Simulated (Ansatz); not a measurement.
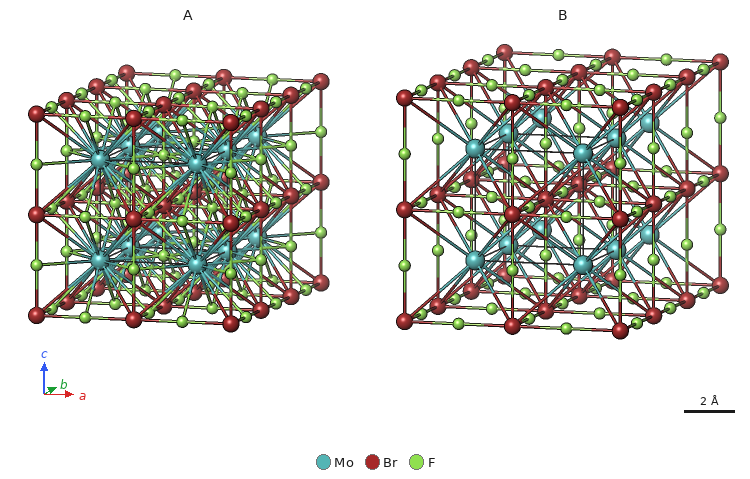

Two geometries of crystalline MoBrF₃ (a generated structure, set up in Pm-3m) (coarse preliminary run), drawn at one scale. One is the start of a relaxation, the other its converged end. The picture is a ball-and-stick view of the cell of the calculation, repeated 1 × 2 × 1 with one cell outlined, seen slightly off an axis.

Level of theory: DFT PBE, scalar-relativistic, plane waves, PAW in Ansatz 0.2.0. (plane-wave cutoff 420 eV; k-point mesh 4 × 4 × 4; occupations gaussian; smearing width 0.1 eV; collinear spin; cell and atoms relaxed; force threshold 0.04 eV/Å; at most 70 steps)

Question: Which of the two is the end point?

Answer: Structure B is the relaxed one. No atom moves by more than 0.005 Å relative to the cell. The volume changes by +36.8 %, with a = b = c 4.146 → 4.602 Å (+11.0 %). Some distances before and after: Br–Mo 3.591 → 3.986 Å, F–Mo 2.932 → 3.254 Å, Br–F 2.073 → 2.301 Å. The space group stays Pm-3m (No. 221). After 5 accepted moves (7 points after the start) the energy has fallen by 350 meV per atom. All forces vanish by symmetry, so only the cell relaxes. Pressure: 28.74 GPa at the start and −0.13 GPa at the end. At 2 points the geometry stayed and the basis and grid were re-selected for the new cell (energy shift of 49.1 meV per atom at most each time). The run took 14 s on 1 thread of Intel(R) Xeon(R) 6975P-C (Granite Rapids), with other jobs on the host, peak memory 0.43 GiB.

Limits of the set-up: the k-point mesh is coarse for a cell with partly filled bands.
